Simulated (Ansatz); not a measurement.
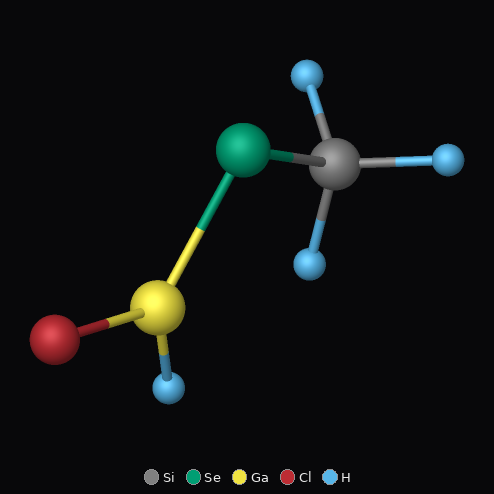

Sticks follow a distance rule. Harmonic vibrations computed with RKS PBE0-D4/def2-TZVP (Ansatz 0.2.0) at a stationary point of the same level.

**Is this a minimum or a saddle point?**

A minimum: no imaginary frequency, and the lowest mode lies at 32 cm⁻¹.

**How many vibrational modes are there, and where do they lie?**

18 modes: 32, 47, 86, 127, 296, 396, 422, 433, 598, 600, 611, 909, 932, 950, 2027, 2228, 2243, 2246 cm⁻¹.
